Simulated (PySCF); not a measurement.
C₂H₅FGeO₂: geometry relaxation (part 1 of 2)

- system: C₂H₅FGeO₂, SMILES O=[C](O)[GeH2][CH2]F
- method: PBE0-D3(BJ)/def2-SVP geometry optimisation, gas phase (PySCF 2.14.0)

It belongs to a series of runs on one base structure; here: H on Ge replaced by CH2F.

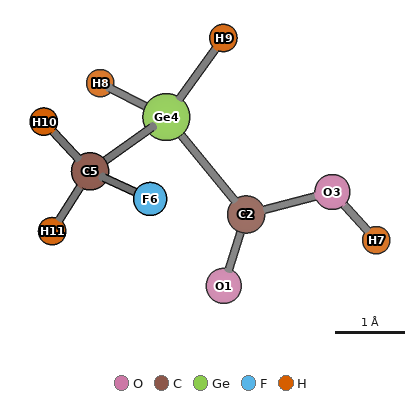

The input geometry (ball-and-stick view, seen at a tilt; atoms are numbered from 1 in the order of the input). Sticks mark near contacts. Bond lengths as drawn: C–F 1.38 Å, C–Ge 1.96 to 2.03 Å, C–H 1.08 to 1.10 Å, C–O 1.21 to 1.32 Å, Ge–H 1.51 to 1.52 Å and H–O 1.00 Å.

**Input file**
```
{"job": {"xc": "PBE0", "basis": "def2-SVP", "d3": "d3bj", "grid": 1, "shake": 0.01, "kind": "geom"}, "charge": 0, "multiplicity": 1}
O      1.728940    -0.861440    -1.324580
C      1.445100    -0.127270    -0.403360
O      2.265580     0.110920     0.596690
Ge    -0.227040     0.852080    -0.110560
C     -1.710310    -0.511500     0.098840
F     -1.415640    -1.265140     1.214470
H      3.130160    -0.382740     0.508350
H     -0.580160     1.715150    -1.298550
H     -0.134070     1.697160     1.146500
H     -2.693590    -0.063840     0.291680
H     -1.770850    -1.189210    -0.735140
```

The first line tells a small driver script what to run in PySCF; the rest is the geometry in Å.

Run on 1 CPU thread, shared host.

Command:
```bash
OMP_NUM_THREADS=1 python <driver script> task.json out
```

**Output**
```
step   0  E = -2405.38687243  max force = 0.030835
step   1  E = -2405.39268466  max force = 0.007431
step   2  E = -2405.39306593  max force = 0.003030
step   3  E = -2405.39314121  max force = 0.002358
step   4  E = -2405.39319637  max force = 0.001884
step   5  E = -2405.39323509  max force = 0.000837
step   6  E = -2405.39327016  max force = 0.000508
step   7  E = -2405.39336320  max force = 0.001883
step   8  E = -2405.39326949  max force = 0.003531
step   9  E = -2405.39339066  max force = 0.002426
step  10  E = -2405.39349717  max force = 0.001337
step  11  E = -2405.39355401  max force = 0.000830
step  12  E = -2405.39357223  max force = 0.000544
step  13  E = -2405.39358731  max force = 0.000255
step  14  E = -2405.39360004  max force = 0.000470
step  15  E = -2405.39360325  max force = 0.000851
step  16  E = -2405.39360968  max force = 0.000530
step  17  E = -2405.39361222  max force = 0.000451
step  18  E = -2405.39361122  max force = 0.000594
step  19  E = -2405.39361968  max force = 0.000628
step  20  E = -2405.39364054  max force = 0.000443
step  21  E = -2405.39364432  max force = 0.000233
optimisation converged
```

**Trajectory as extended XYZ (Å, eV, eV/Å), 22 frames, from step=0 to step=21**
```
11
Properties=species:S:1:pos:R:3:forces:R:3 step=0 energy=-65453.91071
O     1.7289   -0.8614   -1.3246   -0.5147   0.5347   0.4682
C     1.4451   -0.1273   -0.4034    0.5677  -1.0753  -1.2489
O     2.2656    0.1109    0.5967    1.5856  -0.0858   1.0844
Ge   -0.2270    0.8521   -0.1106   -1.3595  -0.6130   0.0563
C    -1.7103   -0.5115    0.0988    0.7122   0.5810   1.0683
F    -1.4156   -1.2651    1.2145    0.2273  -0.1627   0.2539
H     3.1302   -0.3827    0.5083   -1.1690   0.4288  -0.2370
H    -0.5802    1.7151   -1.2986    0.0530   0.2808  -0.4678
H    -0.1341    1.6972    1.1465    0.0369   0.1080   0.2681
H    -2.6936   -0.0638    0.2917   -0.0980   0.3517  -0.3227
H    -1.7709   -1.1892   -0.7351   -0.0416  -0.3483  -0.9227
11
Properties=species:S:1:pos:R:3:forces:R:3 step=1 energy=-65454.06887
O     1.6064   -0.8435   -1.3017   -0.0095  -0.0600  -0.0551
C     1.4197   -0.1172   -0.3642    0.0195   0.1180   0.0514
O     2.3142    0.0654    0.6138   -0.0946   0.0312  -0.0391
Ge   -0.2674    0.8913   -0.0884   -0.3821  -0.1545   0.0582
C    -1.6526   -0.5124    0.1193    0.2148  -0.0593   0.2994
F    -1.3421   -1.2474    1.2479    0.0462   0.0360  -0.0433
H     3.0757   -0.4973    0.3968    0.1424  -0.0742   0.0055
H    -0.5818    1.7438   -1.3241    0.0887  -0.0045  -0.0920
H    -0.2147    1.7654    1.1699    0.0229  -0.0105   0.0411
H    -2.6552   -0.0789    0.2613   -0.0344   0.0641  -0.1505
H    -1.6645   -1.1955   -0.7462   -0.0139   0.1137  -0.0757
11
Properties=species:S:1:pos:R:3:forces:R:3 step=2 energy=-65454.07925
O     1.5910   -0.8462   -1.2982   -0.0593  -0.0158  -0.0520
C     1.4105   -0.1152   -0.3621    0.0992   0.0097   0.0522
O     2.3157    0.0670    0.6061    0.0037   0.0149  -0.0024
Ge   -0.2829    0.8864   -0.0783   -0.0641   0.0614   0.0118
C    -1.6457   -0.5132    0.1281    0.0638  -0.0785   0.1558
F    -1.3337   -1.2474    1.2556   -0.0574   0.0513  -0.1070
H     3.0814   -0.4956    0.3893   -0.0281   0.0135  -0.0068
H    -0.5749    1.7304   -1.3294    0.0511  -0.0223  -0.0195
H    -0.2285    1.7627    1.1805    0.0204  -0.0098   0.0016
H    -2.6515   -0.0762    0.2434   -0.0160  -0.0272  -0.0212
H    -1.6437   -1.1788   -0.7506   -0.0133   0.0027  -0.0125
11
Properties=species:S:1:pos:R:3:forces:R:3 step=3 energy=-65454.08130
O     1.5689   -0.8471   -1.2989    0.0812   0.0039   0.0806
C     1.4091   -0.1149   -0.3591   -0.1212   0.0729   0.0283
O     2.3203    0.0782    0.6008    0.0664  -0.0933  -0.1129
Ge   -0.2851    0.8852   -0.0683    0.0086   0.0536  -0.0036
C    -1.6457   -0.5169    0.1326   -0.0040  -0.0249   0.0348
F    -1.3473   -1.2534    1.2584   -0.0380   0.0271  -0.0510
H     3.0868   -0.4826    0.3812   -0.0051   0.0169   0.0114
H    -0.5545    1.7208   -1.3305    0.0064  -0.0120   0.0057
H    -0.2250    1.7648    1.1883    0.0022  -0.0048  -0.0041
H    -2.6553   -0.0837    0.2307   -0.0054  -0.0209   0.0140
H    -1.6344   -1.1764   -0.7509    0.0090  -0.0184  -0.0032
11
Properties=species:S:1:pos:R:3:forces:R:3 step=4 energy=-65454.08280
O     1.5620   -0.8499   -1.2814   -0.0599  -0.0044  -0.0322
C     1.4063   -0.1087   -0.3477    0.0511  -0.0504   0.0233
O     2.3409    0.0871    0.5876    0.0070   0.0454   0.0421
Ge   -0.2913    0.8883   -0.0535    0.0596  -0.0258  -0.0116
C    -1.6514   -0.5211    0.1358   -0.0468   0.0403  -0.0969
F    -1.3751   -1.2586    1.2614    0.0107  -0.0144   0.0443
H     3.1016   -0.4742    0.3510   -0.0228   0.0105  -0.0108
H    -0.5348    1.7110   -1.3290   -0.0331   0.0073   0.0212
H    -0.2304    1.7737    1.1987   -0.0092  -0.0050  -0.0062
H    -2.6668   -0.0966    0.2118    0.0094   0.0138   0.0248
H    -1.6234   -1.1772   -0.7504    0.0341  -0.0173   0.0020
11
Properties=species:S:1:pos:R:3:forces:R:3 step=5 energy=-65454.08385
O     1.5585   -0.8556   -1.2791   -0.0195  -0.0139  -0.0024
C     1.4065   -0.1127   -0.3462    0.0101   0.0030   0.0139
O     2.3411    0.0892    0.5880    0.0024   0.0152  -0.0018
Ge   -0.2886    0.8870   -0.0542    0.0226  -0.0147  -0.0054
C    -1.6505   -0.5198    0.1321   -0.0244   0.0168  -0.0430
F    -1.3739   -1.2560    1.2599    0.0042  -0.0124   0.0249
H     3.1024   -0.4707    0.3513    0.0010  -0.0003  -0.0020
H    -0.5420    1.7125   -1.3252   -0.0109   0.0103   0.0060
H    -0.2306    1.7709    1.1987   -0.0043  -0.0029   0.0024
H    -2.6645   -0.0928    0.2116    0.0046   0.0031   0.0014
H    -1.6207   -1.1782   -0.7526    0.0141  -0.0042   0.0061
11
Properties=species:S:1:pos:R:3:forces:R:3 step=6 energy=-65454.08480
O     1.5463   -0.8696   -1.2666    0.0051  -0.0185   0.0191
C     1.4057   -0.1161   -0.3404   -0.0126   0.0230  -0.0003
O     2.3500    0.0999    0.5807    0.0002   0.0018  -0.0261
Ge   -0.2872    0.8857   -0.0490   -0.0044  -0.0083  -0.0025
C    -1.6509   -0.5200    0.1280   -0.0008   0.0040  -0.0085
F    -1.3829   -1.2555    1.2593    0.0003  -0.0066   0.0101
H     3.1100   -0.4604    0.3413    0.0106  -0.0047   0.0039
H    -0.5440    1.7126   -1.3184    0.0034   0.0140   0.0006
H    -0.2330    1.7691    1.2043   -0.0019  -0.0036   0.0072
H    -2.6650   -0.0924    0.2008    0.0007  -0.0030  -0.0117
H    -1.6112   -1.1795   -0.7556   -0.0006   0.0019   0.0082
11
Properties=species:S:1:pos:R:3:forces:R:3 step=7 energy=-65454.08734
O     1.4840   -0.9455   -1.1898    0.0782  -0.0184   0.0844
C     1.4005   -0.1293   -0.3103   -0.0800   0.0511  -0.0544
O     2.3971    0.1599    0.5314   -0.0167  -0.0389  -0.0809
Ge   -0.2841    0.8809   -0.0196   -0.0809   0.0225  -0.0004
C    -1.6528   -0.5226    0.1101    0.0671  -0.0370   0.0968
F    -1.4333   -1.2547    1.2565   -0.0039   0.0116  -0.0308
H     3.1472   -0.4086    0.2811    0.0382  -0.0134   0.0172
H    -0.5431    1.7140   -1.2847    0.0471   0.0314  -0.0120
H    -0.2464    1.7611    1.2359    0.0067  -0.0091   0.0203
H    -2.6688   -0.0957    0.1409   -0.0104  -0.0172  -0.0485
H    -1.5626   -1.1858   -0.7672   -0.0454   0.0173   0.0083
11
Properties=species:S:1:pos:R:3:forces:R:3 step=8 energy=-65454.08479
O     1.4087   -1.0431   -1.0702    0.1760   0.0112   0.0790
C     1.3919   -0.1434   -0.2712   -0.1432   0.0297  -0.0838
O     2.4491    0.2334    0.4517   -0.0184  -0.0714  -0.0845
Ge   -0.2829    0.8781    0.0172   -0.1394   0.0647  -0.0120
C    -1.6525   -0.5260    0.0899    0.0980  -0.0712   0.1816
F    -1.4944   -1.2526    1.2516   -0.0082   0.0252  -0.0549
H     3.1844   -0.3509    0.1940    0.0483  -0.0156   0.0235
H    -0.5323    1.7229   -1.2430    0.0741   0.0442  -0.0131
H    -0.2635    1.7518    1.2773    0.0116  -0.0162   0.0294
H    -2.6700   -0.1035    0.0629   -0.0200  -0.0265  -0.0671
H    -1.5008   -1.1930   -0.7760   -0.0786   0.0259   0.0020
11
Properties=species:S:1:pos:R:3:forces:R:3 step=9 energy=-65454.08808
O     1.4458   -0.9966   -1.1319    0.1063  -0.0019   0.0792
C     1.3954   -0.1366   -0.2920   -0.0959   0.0312  -0.0669
O     2.4234    0.1973    0.4923   -0.0139  -0.0474  -0.0713
Ge   -0.2840    0.8801   -0.0022   -0.0996   0.0407  -0.0059
C    -1.6529   -0.5243    0.1008    0.0759  -0.0496   0.1248
F    -1.4624   -1.2540    1.2547   -0.0043   0.0229  -0.0442
H     3.1662   -0.3798    0.2397    0.0361  -0.0125   0.0174
H    -0.5358    1.7204   -1.2647    0.0561   0.0325  -0.0089
H    -0.2538    1.7564    1.2562    0.0089  -0.0135   0.0224
H    -2.6703   -0.1001    0.1031   -0.0147  -0.0205  -0.0506
H    -1.5337   -1.1890   -0.7718   -0.0549   0.0181   0.0039
11
Properties=species:S:1:pos:R:3:forces:R:3 step=10 energy=-65454.09098
O     1.4350   -1.0256   -1.1009    0.0418  -0.0027   0.0212
C     1.3910   -0.1401   -0.2879   -0.0355  -0.0216  -0.0483
O     2.4322    0.2160    0.4680    0.0078   0.0071  -0.0029
Ge   -0.2874    0.8817    0.0020   -0.0489   0.0305  -0.0091
C    -1.6543   -0.5257    0.0992    0.0317  -0.0281   0.0687
F    -1.4727   -1.2528    1.2551    0.0001   0.0359  -0.0405
H     3.1721   -0.3684    0.2225    0.0016  -0.0018   0.0048
H    -0.5200    1.7365   -1.2559    0.0298   0.0081   0.0099
H    -0.2552    1.7489    1.2672    0.0073  -0.0164   0.0149
H    -2.6735   -0.1057    0.0866   -0.0111  -0.0116  -0.0154
H    -1.5294   -1.1910   -0.7715   -0.0246   0.0006  -0.0033
11
Properties=species:S:1:pos:R:3:forces:R:3 step=11 energy=-65454.09253
O     1.4393   -1.0418   -1.0906   -0.0101   0.0024  -0.0036
C     1.3895   -0.1440   -0.2918   -0.0024  -0.0427  -0.0248
O     2.4321    0.2273    0.4552    0.0140   0.0344   0.0315
Ge   -0.2899    0.8804   -0.0003    0.0087   0.0109  -0.0012
C    -1.6583   -0.5255    0.0987   -0.0134   0.0020  -0.0075
F    -1.4733   -1.2482    1.2550    0.0060   0.0126  -0.0040
H     3.1735   -0.3594    0.2191   -0.0109   0.0034  -0.0061
H    -0.5053    1.7521   -1.2494    0.0015  -0.0016   0.0069
H    -0.2508    1.7335    1.2746    0.0041  -0.0146   0.0060
H    -2.6787   -0.1076    0.0848   -0.0011   0.0016   0.0073
H    -1.5402   -1.1930   -0.7710    0.0037  -0.0085  -0.0046
11
Properties=species:S:1:pos:R:3:forces:R:3 step=12 energy=-65454.09302
O     1.4364   -1.0607   -1.0735   -0.0090   0.0013  -0.0072
C     1.3884   -0.1496   -0.2899   -0.0009  -0.0280  -0.0118
O     2.4358    0.2414    0.4407    0.0121   0.0264   0.0227
Ge   -0.2898    0.8776    0.0020    0.0131   0.0039   0.0021
C    -1.6621   -0.5250    0.0947   -0.0176   0.0101  -0.0244
F    -1.4801   -1.2446    1.2530    0.0033  -0.0021   0.0087
H     3.1787   -0.3443    0.2075   -0.0080   0.0024  -0.0051
H    -0.4966    1.7621   -1.2393   -0.0044  -0.0027   0.0036
H    -0.2480    1.7181    1.2850    0.0019  -0.0097   0.0039
H    -2.6821   -0.1062    0.0774    0.0022   0.0036   0.0091
H    -1.5431   -1.1949   -0.7733    0.0073  -0.0052  -0.0015
```
